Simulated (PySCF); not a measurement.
Tert-butylthiol, C4H10S, SMILES CC(C)(C)S, singlet at its GFN2-xTB optimised geometry (Å):

```
15

C     -1.3572     0.0859    -1.2059
C      0.1630     0.1699    -1.2280
C      0.6961     0.8951     0.0000
C      0.6540     0.8329    -2.5089
S      0.8543    -1.5553    -1.2478
H     -1.7838     1.0865    -1.2557
H     -1.7193    -0.4877    -2.0562
H     -1.7079    -0.3920    -0.2927
H      1.7838     0.8951     0.0000
H      0.3493     1.9273     0.0000
H      0.3512     0.4170     0.9153
H      1.7414     0.8506    -2.5351
H      0.2987     0.2865    -3.3799
H      0.2866     1.8558    -2.5645
H      0.3193    -1.9273    -0.0871
```

Level of theory: PBE0/def2-TZVP (PySCF).

Map of the log10 of the electron density (e/bohr³), floored at −4 on the plane z = 0.6 Å:

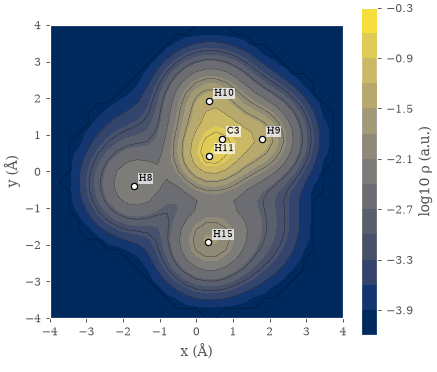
*Log10 of the electron density (e/bohr³), floored at −4 on the plane z = 0.6 Å.*
